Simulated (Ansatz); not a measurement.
## Geometry relaxation of C2H9AlNP

System: C2H9AlNP.
Method: RKS r2SCAN-D4/cc-pVDZ (Ansatz 0.2.0).

It belongs to a series of runs on one base structure; here: end point A relaxed. Figures and captions count atoms from 1; the log counts them from 0 in places.

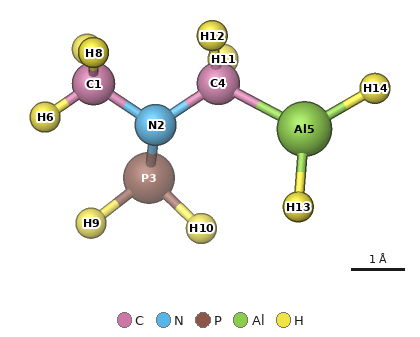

**Figure 1.** The input geometry (ball-and-stick view, seen at a tilt; atoms are numbered from 1 in the order of the input). Sticks mark near contacts. Bond lengths as drawn: Al–C 1.97 Å, Al–H 1.56 to 1.59 Å, C–H 1.08 to 1.16 Å, C–N 1.43 to 1.45 Å, H–P 1.45 to 1.50 Å and N–P 1.78 Å.

Summary:

- outcome: converged
- total energy: −19591.3968 eV
- mean-field energy: −19591.3092 eV
- largest force (length of the vector) at the end: 0.018 eV/Å
- hardware: 2 threads of AMD EPYC (Zen 5), 16 GiB of memory available, shared host
- wall time: 36 s (CPU time 70 s)
- peak memory: 0.23 GiB

Input file:
```yaml
crystal:
  periodic: [false, false, false]
  atoms:
    - { symbol: C, position_ang: [-1.2171, 0.5386, 1.2593] }
    - { symbol: "N", position_ang: [-0.1177, 0.3827, 0.3581] }
    - { symbol: P, position_ang: [1.2637, -0.117, 1.3657] }
    - { symbol: C, position_ang: [-0.3392, -0.6601, -0.6271] }
    - { symbol: Al, position_ang: [0.7413, -0.5001, -2.2718] }
    - { symbol: H, position_ang: [-1.0371, 1.3825, 2.0003] }
    - { symbol: H, position_ang: [-1.5103, -0.3578, 1.7763] }
    - { symbol: H, position_ang: [-2.1026, 0.9581, 0.6575] }
    - { symbol: H, position_ang: [1.4388, 1.1909, 2.072] }
    - { symbol: H, position_ang: [2.2956, 0.2057, 0.3978] }
    - { symbol: H, position_ang: [-0.3188, -1.6865, -0.1611] }
    - { symbol: H, position_ang: [-1.4306, -0.5598, -0.9971] }
    - { symbol: H, position_ang: [1.7875, 0.6913, -2.3464] }
    - { symbol: H, position_ang: [0.5336, -1.4978, -3.4547] }
basis:
  gaussian: { orbitals: cc-pVDZ }
hamiltonian:
  xc: r2scan
  dispersion: d4
relax:
  f_tol: 0.015
  max_steps: 40
```

Launched with:
```bash
ansatz run input.yaml --threads 2 --pin off --max-ram 3072MiB --backend cpu --events-out ev --progress --plain --runs-dir out
```

The program's output:
```
The last accepted step is kept in [file] (removed where the run ends without a failure and the disk answers)
Engine: ansatz 0.2.0, x86_64-unknown-linux-gnu
Functional definition: r2SCAN
  parameter k0 = 0.174
  parameter k1 = 0.065
  parameter a1 = 4.9479
  exchange = r2scan_x(k0 = k0, k1 = k1, a1 = a1)
  correlation = r2scan_c
1595 factors; their error is unknown
mean field evaluation 1: about -19582.4258 eV, gradient 5.8e1 eV
mean field evaluation 2: about -19520.0368 eV, gradient 1.4e2 eV
mean field evaluation 4: about -19590.8437 eV, gradient 7.4e0 eV
mean field evaluation 8: about -19591.0626 eV, gradient 2.4e-1 eV
mean field evaluation 16: about -19590.9965 eV, gradient 1.9e-3 eV
mean field -19590.99647224 eV, -719.9558411003 hartree, gradient 2.7e-5 eV, S^2 0.000000; 0 other end points of the search recorded, 0 dependent functions left out
the calculation of the forces begins
reference -19590.99648666 eV, -719.9558416303 hartree; 28, 28 occupied and 95, 95 virtual orbitals, 1595 factors
relax step   1: F+E_penalty+E_count = -19591.08269982 eV  Δ(F+E_penalty+E_count) = +0.000e0 eV  max|allowed force component| = 2.812e0 eV/Å  Δτ_max = 0.0000 Å  (30 SCF iters, accepted)
these checks for a lower state are left out or cut short: starts, cluster_reference, orbital_swaps, neighbouring_geometries, increment
1595 factors; their error is unknown
mean field -19591.21961558 eV, -719.9640414668 hartree, gradient 1.4e-5 eV, S^2 0.000000; 0 other end points of the search recorded, 0 dependent functions left out
[... from here on the field's lines of each further geometry are left out, up to the last ...]
relax step   2: F+E_penalty+E_count = -19591.30544830 eV  Δ(F+E_penalty+E_count) = -2.227e-1 eV  max|allowed force component| = 9.140e-1 eV/Å  Δτ_max = 0.1114 Å  (30 SCF iters, accepted)
relax step   3: F+E_penalty+E_count = -19591.33791670 eV  Δ(F+E_penalty+E_count) = -3.247e-2 eV  max|allowed force component| = 1.585e-1 eV/Å  Δτ_max = 0.0777 Å  (30 SCF iters, accepted)
relax step   4: F+E_penalty+E_count = -19591.34353313 eV  Δ(F+E_penalty+E_count) = -5.616e-3 eV  max|allowed force component| = 1.154e-1 eV/Å  Δτ_max = 0.0373 Å  (30 SCF iters, accepted)
relax step   5: F+E_penalty+E_count = -19591.34758383 eV  Δ(F+E_penalty+E_count) = -4.051e-3 eV  max|allowed force component| = 8.566e-2 eV/Å  Δτ_max = 0.0671 Å  (29 SCF iters, accepted)
relax step   6: F+E_penalty+E_count = -19591.34953036 eV  Δ(F+E_penalty+E_count) = -1.947e-3 eV  max|allowed force component| = 7.872e-2 eV/Å  Δτ_max = 0.0955 Å  (29 SCF iters, accepted)
relax step   7: F+E_penalty+E_count = -19591.34871195 eV  Δ(F+E_penalty+E_count) = +8.184e-4 eV  max|allowed force component| = 1.741e-1 eV/Å  Δτ_max = 0.1866 Å  (29 SCF iters, rejected (line search))
relax step   8: F+E_penalty+E_count = -19591.35350916 eV  Δ(F+E_penalty+E_count) = -3.979e-3 eV  max|allowed force component| = 4.395e-2 eV/Å  Δτ_max = 0.0933 Å  (31 SCF iters, accepted)
relax step   9: F+E_penalty+E_count = -19591.35578523 eV  Δ(F+E_penalty+E_count) = -2.276e-3 eV  max|allowed force component| = 5.446e-2 eV/Å  Δτ_max = 0.0996 Å  (30 SCF iters, accepted)
relax step  10: F+E_penalty+E_count = -19591.35717526 eV  Δ(F+E_penalty+E_count) = -1.390e-3 eV  max|allowed force component| = 1.406e-1 eV/Å  Δτ_max = 0.1166 Å  (30 SCF iters, accepted)
relax step  11: F+E_penalty+E_count = -19591.35907927 eV  Δ(F+E_penalty+E_count) = -1.904e-3 eV  max|allowed force component| = 1.255e-1 eV/Å  Δτ_max = 0.0519 Å  (30 SCF iters, accepted)
relax step  12: F+E_penalty+E_count = -19591.36632806 eV  Δ(F+E_penalty+E_count) = -7.249e-3 eV  max|allowed force component| = 1.042e-1 eV/Å  Δτ_max = 0.1958 Å  (29 SCF iters, accepted)
relax step  13: F+E_penalty+E_count = -19591.36766544 eV  Δ(F+E_penalty+E_count) = -1.337e-3 eV  max|allowed force component| = 2.653e-1 eV/Å  Δτ_max = 0.1951 Å  (29 SCF iters, accepted)
relax step  14: F+E_penalty+E_count = -19591.37243728 eV  Δ(F+E_penalty+E_count) = -4.772e-3 eV  max|allowed force component| = 3.481e-1 eV/Å  Δτ_max = 0.1952 Å  (29 SCF iters, accepted)
relax step  15: F+E_penalty+E_count = -19591.38449465 eV  Δ(F+E_penalty+E_count) = -1.206e-2 eV  max|allowed force component| = 2.396e-1 eV/Å  Δτ_max = 0.0684 Å  (31 SCF iters, accepted)
relax step  16: F+E_penalty+E_count = -19591.39489908 eV  Δ(F+E_penalty+E_count) = -1.040e-2 eV  max|allowed force component| = 8.943e-2 eV/Å  Δτ_max = 0.1999 Å  (29 SCF iters, accepted)
relax step  17: F+E_penalty+E_count = -19591.39435463 eV  Δ(F+E_penalty+E_count) = +5.444e-4 eV  max|allowed force component| = 8.482e-2 eV/Å  Δτ_max = 0.0528 Å  (31 SCF iters, rejected (line search))
relax step  18: F+E_penalty+E_count = -19591.39636967 eV  Δ(F+E_penalty+E_count) = -1.471e-3 eV  max|allowed force component| = 2.973e-2 eV/Å  Δτ_max = 0.0257 Å  (31 SCF iters, accepted)
relax step  19: F+E_penalty+E_count = -19591.39664802 eV  Δ(F+E_penalty+E_count) = -2.784e-4 eV  max|allowed force component| = 2.003e-2 eV/Å  Δτ_max = 0.0183 Å  (31 SCF iters, accepted)
the calculation of the forces begins
reference -19591.30922984 eV, -719.9673347304 hartree; 28, 28 occupied and 95, 95 virtual orbitals, 1595 factors
relax step  20: F+E_penalty+E_count = -19591.39681495 eV  Δ(F+E_penalty+E_count) = -1.669e-4 eV  max|allowed force component| = 1.451e-2 eV/Å  Δτ_max = 0.0196 Å  (31 SCF iters, accepted)
1595 factors; their error is unknown
mean field evaluation 160: about -19591.3193 eV, gradient 4.4e0 eV
```

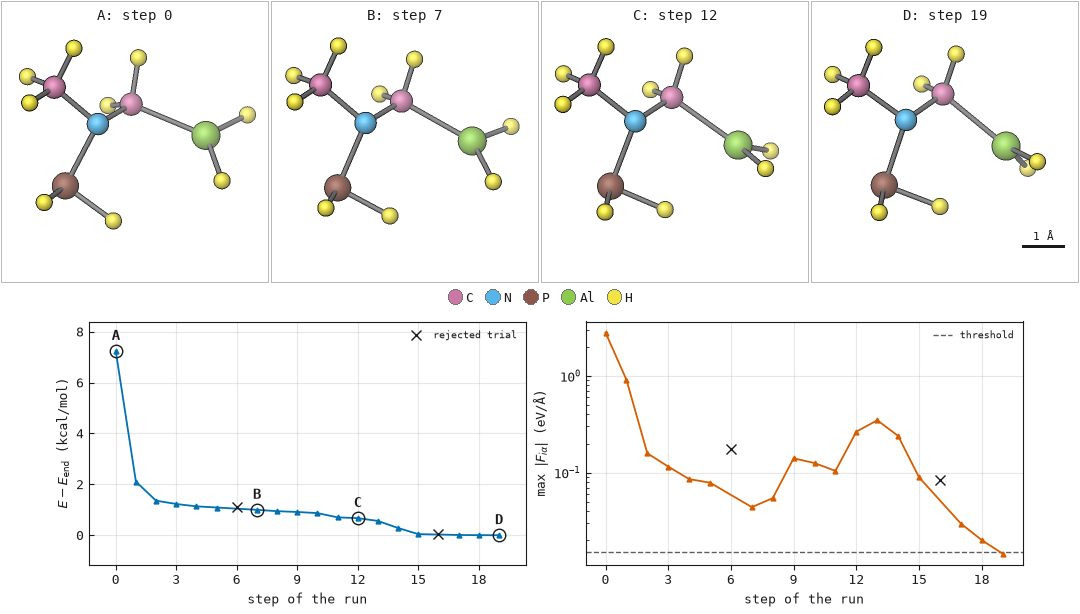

**Figure 2.** Frames of the relaxation (ball-and-stick view, seen at a tilt) above the curves, on which the letters mark them (the first geometry is step 0 here and step 1 in the log).

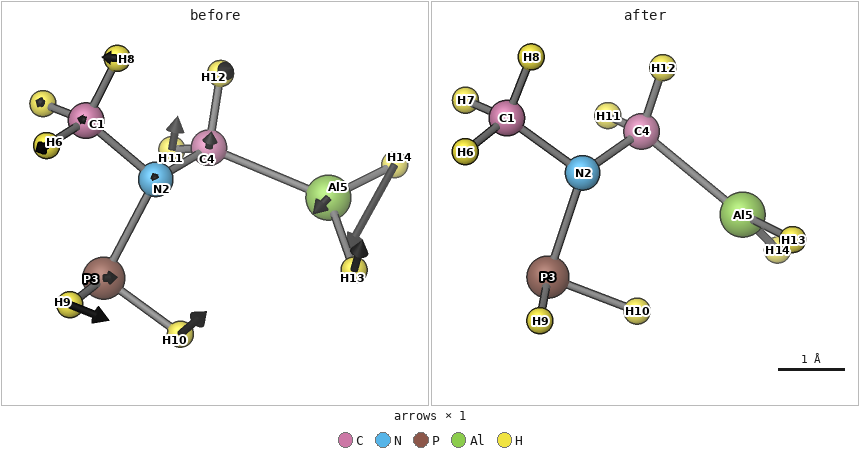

**Figure 3.** Before (left) and after (right) the relaxation, at one scale (ball-and-stick view, seen at a tilt). The black arrows give the displacements, at true length. Over 19 geometry steps the energy falls by 7.24 kcal/mol. Largest force component: 2.8 eV/Å at the start, 0.015 eV/Å at the end. The line search rejected the trial steps at points 6, 16 (counted from 0) and went back. The largest move after the best rigid fit is that of H14, 1.51 Å. By element the largest moves are H 1.51 Å, Al 0.36 Å, C 0.28 Å, P 0.23 Å, N 0.11 Å. Among the contacts that change: P3–H9 1.497 → 1.444 Å, C4–H12 1.157 → 1.108 Å, C1–H8 1.150 → 1.102 Å, Al5–H14 1.561 → 1.599 Å. Among the angles that change: N2–C4–Al5 115.1° → 104.0°, Al5–C4–H12 104.1° → 110.8°, H6–C1–H8 101.1° → 107.7°. (Atoms are counted from 1 in the order of the input.)

```
mean field -19591.30921550 eV, -719.9673342031 hartree, gradient 2.3e-5 eV, S^2 0.000000; 1 other end points of the search recorded, 0 dependent functions left out
the calculation of the forces begins
reference -19591.30922984 eV, -719.9673347304 hartree; 28, 28 occupied and 95, 95 virtual orbitals, 1595 factors
Total energy: -19591.39682930 eV, -719.9705539510 hartree
Atom 0 at    -1.275237     0.521444     1.392956 Å, force     0.000801    -0.000282     0.000467 eV/Å
Atom 1 at    -0.219778     0.371742     0.390714 Å, force    -0.005871    -0.004848    -0.013552 eV/Å
Atom 2 at     1.291264    -0.197190     1.143498 Å, force     0.003430     0.002329     0.002098 eV/Å
Atom 3 at    -0.590761    -0.548853    -0.708483 Å, force    -0.007676     0.006226     0.014507 eV/Å
Atom 4 at     0.940599    -0.417970    -1.984007 Å, force     0.002331    -0.005608     0.000547 eV/Å
Atom 5 at    -0.952584     1.218351     2.184902 Å, force     0.000162    -0.000360     0.000827 eV/Å
Atom 6 at    -1.582167    -0.436555     1.866835 Å, force     0.000826    -0.000642    -0.000645 eV/Å
Atom 7 at    -2.159382     0.958389     0.900989 Å, force    -0.002663    -0.000154     0.000053 eV/Å
Atom 8 at     1.811318     1.096177     1.520851 Å, force    -0.002157    -0.003781     0.000632 eV/Å
Atom 9 at     2.060291    -0.177941    -0.101169 Å, force     0.002887    -0.000397    -0.001142 eV/Å
Atom 10 at    -0.839135    -1.576277    -0.350883 Å, force     0.005215     0.004685    -0.001882 eV/Å
Atom 11 at    -1.519428    -0.154559    -1.165986 Å, force     0.003306    -0.000278    -0.000130 eV/Å
Atom 12 at     1.336709     1.031536    -2.517943 Å, force     0.000713     0.005123    -0.001718 eV/Å
Atom 13 at     1.685390    -1.717595    -2.543476 Å, force    -0.001304    -0.002013    -0.000062 eV/Å
Dipole moment:    -0.223079     0.060858     0.230237 e Å
```

Trajectory as extended XYZ (Å, eV, eV/Å), 8 of the 20 frames kept, from step=1 to step=20:
```
14
Properties=species:S:1:pos:R:3:forces:R:3 step=1 energy=-19591.08270
C    -1.2171    0.5386    1.2593   -1.7299   2.8116  -0.4207
N    -0.1177    0.3827    0.3581    1.0490   0.4651   0.1699
P     1.2637   -0.1170    1.3657    0.7387   0.9889   0.3835
C    -0.3392   -0.6601   -0.6271   -1.4460  -0.7214  -0.5804
Al    0.7413   -0.5001   -2.2718    0.2150   0.3828   0.4424
H    -1.0371    1.3825    2.0003    0.1323  -0.9328  -0.4929
H    -1.5103   -0.3578    1.7763   -0.4437  -0.9648   0.6284
H    -2.1026    0.9581    0.6575    0.7457  -0.7955   0.6259
H     1.4388    1.1909    2.0720   -0.0770  -0.8711  -0.5028
H     2.2956    0.2057    0.3978   -0.0961  -0.0890   0.1090
H    -0.3188   -1.6865   -0.1611   -0.1607   0.0832  -0.2244
H    -1.4306   -0.5598   -0.9971    1.0934  -0.1135   0.3276
H     1.7875    0.6913   -2.3464    0.0752   0.0656  -0.1160
H     0.5336   -1.4978   -3.4547   -0.0958  -0.3091  -0.3495
14
Properties=species:S:1:pos:R:3:forces:R:3 step=4 energy=-19591.34353
C    -1.2761    0.5400    1.3010    0.0244  -0.1154   0.0531
N    -0.1304    0.3811    0.4038   -0.0065  -0.0103  -0.0316
P     1.3276   -0.0650    1.3437   -0.0248  -0.0191   0.0072
C    -0.3818   -0.6465   -0.6245    0.0189   0.0189   0.0094
Al    0.8182   -0.4994   -2.1973   -0.0128  -0.0125  -0.0096
H    -1.0668    1.3256    2.0439    0.0056   0.0303   0.0223
H    -1.5603   -0.3906    1.8452    0.0279   0.0323  -0.0290
H    -2.1460    0.8594    0.7060   -0.0339   0.0222  -0.0301
H     1.5329    1.2299    1.9350    0.0293   0.0335  -0.0021
H     2.2683    0.2016    0.2826   -0.0215  -0.0054   0.0020
H    -0.4938   -1.6803   -0.2134   -0.0041  -0.0003   0.0042
H    -1.3815   -0.4318   -1.0633   -0.0233   0.0210  -0.0166
H     1.8716    0.6875   -2.3407    0.0002   0.0017   0.0015
H     0.6050   -1.5408   -3.3934    0.0206   0.0030   0.0190
14
Properties=species:S:1:pos:R:3:forces:R:3 step=6 energy=-19591.34953
C    -1.2891    0.5124    1.3336    0.0253   0.0457  -0.0574
N    -0.1550    0.4027    0.4100   -0.0112  -0.0406   0.0273
P     1.3189   -0.0461    1.3249    0.0058   0.0787   0.0177
C    -0.4120   -0.6023   -0.6379   -0.0027   0.0536  -0.0032
Al    0.8621   -0.5122   -2.1582   -0.0754   0.0683  -0.0423
H    -1.0831    1.2843    2.0948   -0.0083  -0.0261  -0.0173
H    -1.5370   -0.4400    1.8528   -0.0131   0.0046  -0.0028
H    -2.1755    0.8313    0.7580    0.0241  -0.0130   0.0417
H     1.6084    1.2755    1.8331   -0.0109  -0.0787  -0.0328
H     2.2228    0.1257    0.2125   -0.0121  -0.0029   0.0113
H    -0.5805   -1.6330   -0.2390   -0.0153  -0.0066  -0.0063
H    -1.3856   -0.3335   -1.1123    0.0526  -0.0395   0.0241
H     1.8644    0.7163   -2.3302    0.0065  -0.0239   0.0071
H     0.7283   -1.6103   -3.3134    0.0347  -0.0195   0.0329
14
Properties=species:S:1:pos:R:3:forces:R:3 step=9 energy=-19591.35578
C    -1.2882    0.5181    1.3400    0.0096  -0.0013   0.0044
N    -0.1588    0.3997    0.4145   -0.0174   0.0015   0.0013
P     1.3126   -0.0709    1.3200   -0.0152   0.0195  -0.0148
C    -0.4261   -0.5873   -0.6452   -0.0210  -0.0265  -0.0012
Al    0.8577   -0.4876   -2.1542    0.0482  -0.0157  -0.0379
H    -1.0649    1.2708    2.1144   -0.0032  -0.0052  -0.0011
H    -1.5556   -0.4374    1.8439   -0.0052   0.0032   0.0013
H    -2.1715    0.8645    0.7777    0.0155   0.0034  -0.0061
H     1.6404    1.2474    1.8043    0.0023  -0.0197  -0.0075
H     2.2056    0.0644    0.1926   -0.0005  -0.0031  -0.0052
H    -0.6042   -1.6227   -0.2609    0.0153   0.0154  -0.0081
H    -1.3959   -0.3099   -1.1181   -0.0065   0.0116   0.0270
H     1.7602    0.8105   -2.3829   -0.0326  -0.0376   0.0017
H     0.8759   -1.6888   -3.2174    0.0106   0.0545   0.0462
14
Properties=species:S:1:pos:R:3:forces:R:3 step=12 energy=-19591.36633
C    -1.2928    0.5231    1.3591   -0.0051   0.0226  -0.0055
N    -0.1842    0.3972    0.4102    0.0410   0.0060   0.0438
P     1.3021   -0.1089    1.2671    0.0003   0.0426  -0.0219
C    -0.4812   -0.5698   -0.6603   -0.0644  -0.0099  -0.0737
Al    0.8837   -0.4563   -2.1034    0.0784  -0.0422  -0.0019
H    -1.0369    1.2490    2.1495    0.0011  -0.0104  -0.0117
H    -1.5809   -0.4371    1.8413   -0.0011   0.0045  -0.0006
H    -2.1716    0.9118    0.8175    0.0111  -0.0084   0.0147
H     1.7279    1.2074    1.6835   -0.0140  -0.0433  -0.0204
H     2.1440   -0.0608    0.0858   -0.0155  -0.0047   0.0141
H    -0.6623   -1.6074   -0.2863   -0.0028   0.0051   0.0010
H    -1.4484   -0.2667   -1.1198    0.0265  -0.0113   0.0245
H     1.6145    0.9355   -2.3964   -0.0479  -0.0548  -0.0160
H     1.1732   -1.7463   -3.0189   -0.0076   0.1042   0.0537
14
Properties=species:S:1:pos:R:3:forces:R:3 step=15 energy=-19591.38449
C    -1.2878    0.5320    1.3794    0.0081   0.0073  -0.0191
N    -0.2100    0.3793    0.3990    0.0139  -0.0013   0.0461
P     1.2936   -0.1675    1.1915   -0.0054   0.0514  -0.0426
C    -0.5544   -0.5665   -0.6818   -0.0496   0.0096  -0.0770
Al    0.9083   -0.4186   -2.0303    0.2396  -0.0694  -0.0282
H    -0.9886    1.2421    2.1690    0.0053  -0.0095  -0.0129
H    -1.5955   -0.4228    1.8593    0.0043   0.0016   0.0004
H    -2.1661    0.9543    0.8631    0.0123  -0.0075   0.0150
H     1.8038    1.1382    1.5468   -0.0188  -0.0467  -0.0189
H     2.0708   -0.1825   -0.0440    0.0027  -0.0032   0.0259
H    -0.7551   -1.6018   -0.3151   -0.0022   0.0059  -0.0052
H    -1.5080   -0.2227   -1.1316   -0.0076   0.0024   0.0213
H     1.4453    1.0395   -2.4365   -0.0991  -0.1214   0.0089
H     1.5310   -1.7323   -2.7400   -0.1034   0.1807   0.0862
14
Properties=species:S:1:pos:R:3:forces:R:3 step=17 energy=-19591.39436 accepted=F
C    -1.2823    0.5262    1.3906   -0.0059   0.0142   0.0346
N    -0.2181    0.3765    0.3999    0.0059  -0.0366  -0.0706
P     1.2889   -0.1963    1.1572   -0.0049  -0.0195  -0.0050
C    -0.5787   -0.5502   -0.6982   -0.0653   0.0313  -0.0164
Al    0.9381   -0.4064   -1.9837    0.0848  -0.0652  -0.0736
H    -0.9667    1.2268    2.1818   -0.0138   0.0067   0.0133
H    -1.5895   -0.4307    1.8657   -0.0067  -0.0082   0.0052
H    -2.1637    0.9584    0.8892    0.0057   0.0002   0.0088
H     1.8353    1.0911    1.5177   -0.0237   0.0131  -0.0140
H     2.0383   -0.2083   -0.0973    0.0678   0.0048   0.0158
H    -0.8150   -1.5812   -0.3429    0.0041   0.0100   0.0128
H    -1.5116   -0.1687   -1.1592    0.0014   0.0031   0.0290
H     1.3330    1.0410   -2.5296   -0.0140  -0.0064   0.0277
H     1.6792   -1.7075   -2.5623   -0.0353   0.0524   0.0325
14
Properties=species:S:1:pos:R:3:forces:R:3 step=20 energy=-19591.39682
C    -1.2752    0.5214    1.3930    0.0008  -0.0003   0.0005
N    -0.2198    0.3717    0.3907   -0.0059  -0.0048  -0.0136
P     1.2913   -0.1972    1.1435    0.0034   0.0023   0.0021
C    -0.5908   -0.5489   -0.7085   -0.0077   0.0062   0.0145
Al    0.9406   -0.4180   -1.9840    0.0023  -0.0056   0.0005
H    -0.9526    1.2184    2.1849    0.0002  -0.0004   0.0008
H    -1.5822   -0.4366    1.8668    0.0008  -0.0006  -0.0006
H    -2.1594    0.9584    0.9010   -0.0027  -0.0002   0.0001
H     1.8113    1.0962    1.5209   -0.0022  -0.0038   0.0006
H     2.0603   -0.1779   -0.1012    0.0029  -0.0004  -0.0011
H    -0.8391   -1.5763   -0.3509    0.0052   0.0047  -0.0019
H    -1.5194   -0.1546   -1.1660    0.0033  -0.0003  -0.0001
H     1.3367    1.0315   -2.5179    0.0007   0.0051  -0.0017
H     1.6854   -1.7176   -2.5435   -0.0013  -0.0020  -0.0001
```
